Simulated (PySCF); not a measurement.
```xyz
10

F     1.7992    0.7596    1.0855
C     1.3030    0.7227   -0.1410
F     0.9725    1.9316   -0.5668
C     0.3409   -0.3934   -0.4515
F     0.8829   -1.5821   -0.1278
F     0.0629   -0.4186   -1.7682
C    -1.0354   -0.2814    0.3160
F    -1.6478    0.8555    0.0043
F    -0.8363   -0.3001    1.6292
F    -1.8330   -1.2892   -0.0022
```

Geometry: GFN2-xTB.

Method: UKS B3LYP, pcH-1 on C F, non-relativistic, mean-field spin-orbit, GIAO (PySCF 2.14.0, density-fitted response routines).

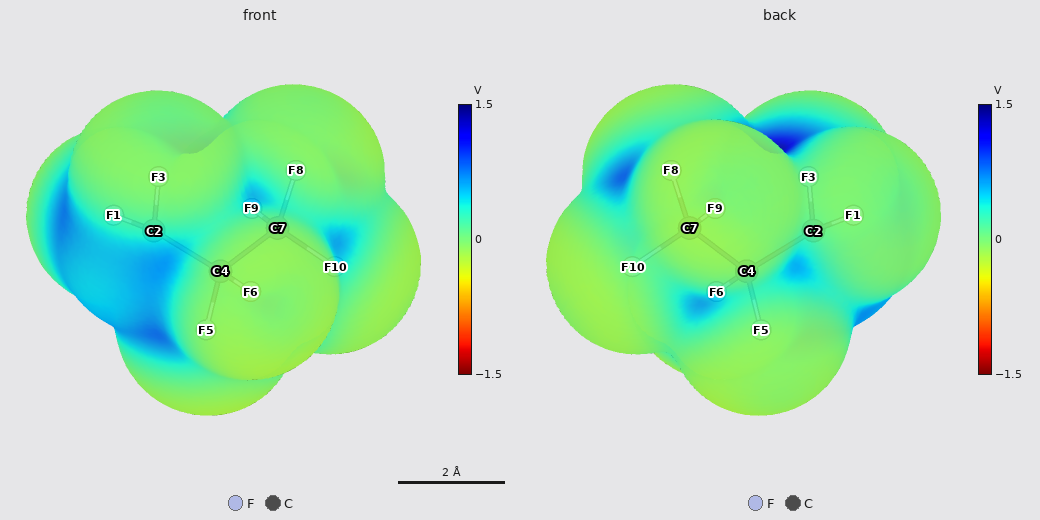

C₃F₇ (SMILES F[C](F)C(F)(F)C(F)(F)F) (doublet). The electrostatic potential painted on the density surface at 0.001 e/bohr³, seen from the front and from behind; the colour scale runs from red (negative) to blue (positive).

Question: Describe the electrostatic potential map.

Answer: The most negative region (about −0.2 V) lies over F5, F6 and F10, the most positive (about +1.2 V, or +28 kcal/mol for a unit charge) over C2 and C7.
